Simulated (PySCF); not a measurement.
| atom | x (Å) | y (Å) | z (Å) |
| --- | --- | --- | --- |
| C | -2.0320 | -0.0125 | -0.5589 |
| C | -0.6349 | -0.5711 | -0.2393 |
| C | 0.4274 | 0.0242 | -1.0892 |
| C | 1.4641 | 0.8257 | -0.4129 |
| C | 2.0074 | -0.0581 | 0.7161 |
| O | 3.1704 | -0.3037 | 0.8666 |
| O | 1.0740 | -0.5917 | 1.5093 |
| C | -0.2844 | -0.2970 | 1.2293 |
| H | -2.7785 | -0.4700 | 0.0855 |
| H | -2.2851 | -0.2232 | -1.5937 |
| H | -2.0510 | 1.0643 | -0.4112 |
| H | -0.6710 | -1.6583 | -0.4017 |
| H | 0.6090 | -0.3743 | -2.0704 |
| H | 2.2809 | 1.1100 | -1.0724 |
| H | 1.0515 | 1.7285 | 0.0560 |
| H | -0.8616 | -0.9329 | 1.9030 |
| H | -0.4933 | 0.7521 | 1.4742 |

Geometry: GFN2-xTB.

Theory: UKS B3LYP, pcH-1 on C H O, non-relativistic, mean-field spin-orbit, GIAO (PySCF 2.14.0, density-fitted response routines).

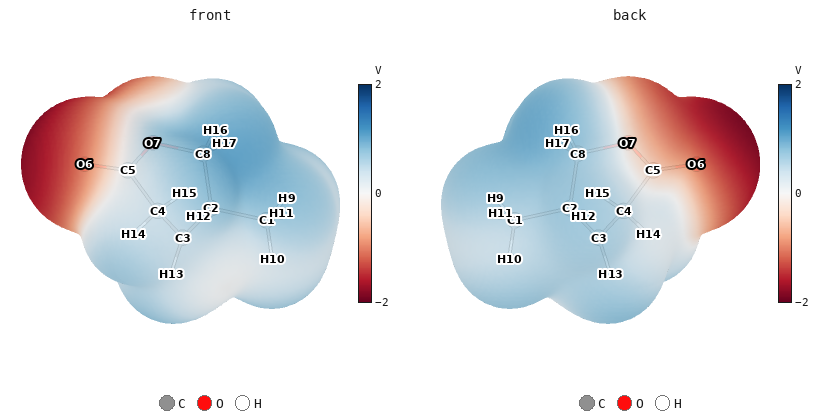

C6H9O2 (SMILES C[C@H]1[CH]CC(=O)OC1) (doublet). The molecular electrostatic potential painted on the density surface at 0.001 e/bohr³, seen from the front and from behind; the colour scale runs from red (negative) to blue (positive).

Which sites attract a positive test charge, and which a negative one?

Answer. A positive charge is drawn to the negative regions and a negative charge to the positive ones. The most negative region (about −1.8 V, or −42 kcal/mol for a unit charge) lies over O6, the most positive (about +1.0 V, or +23 kcal/mol for a unit charge) over H15 and H17. O6 is the likeliest acceptor of a hydrogen bond.
